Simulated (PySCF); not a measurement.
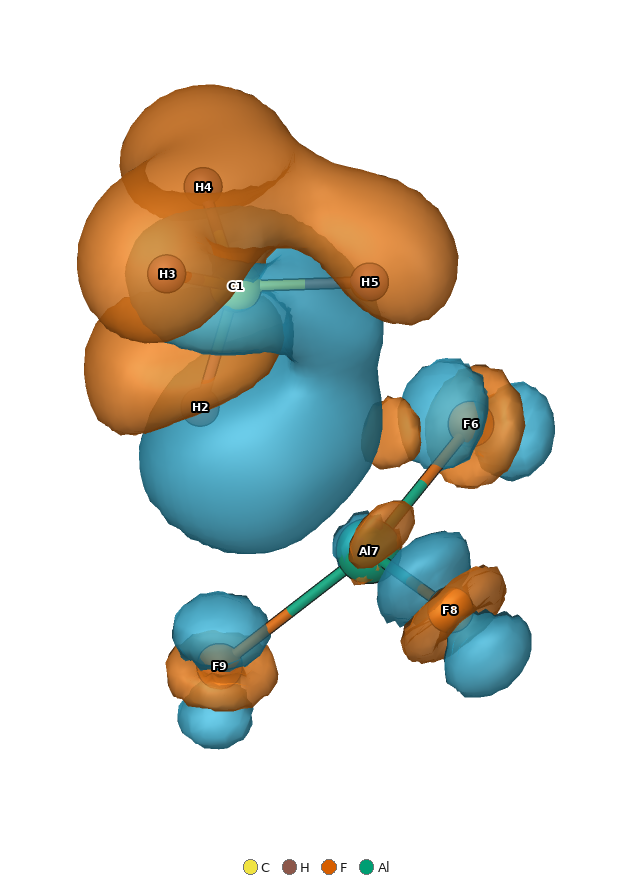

Figure. CH4AlF3, SMILES `C.F[Al](F)F`. Density of the complex less the densities of the two fragments at the same geometry, ±0.008 e/Å³ (light blue: gain, orange: loss). Fragment A: H4C (atoms 1–5); fragment B: AlF3.

PySCF calculation, HF/6-311+G**, gas phase; geometry: GFN2-xTB.

How is the density rearranged on binding?

Hirshfeld charges show 0.063 e passing from A to B. By Hirshfeld charges, electrons gather most on H2 (−0.042 e) and leave H3 most (+0.032 e); 0.23 e is displaced in all, which induces a dipole of 1.63 D.

What is the interaction energy, and which contacts carry it?

The counterpoise-corrected interaction energy of the frozen fragments is −2.0 kcal/mol without dispersion correction and −10.0 kcal/mol with D3(BJ). The pair geometry is semi-empirical, not a minimum at this level. Contacts: H2···Al7, 1.90 Å, ρ = 0.023 a.u. The pose is a local one from a semi-empirical search, not shown to be the most stable.
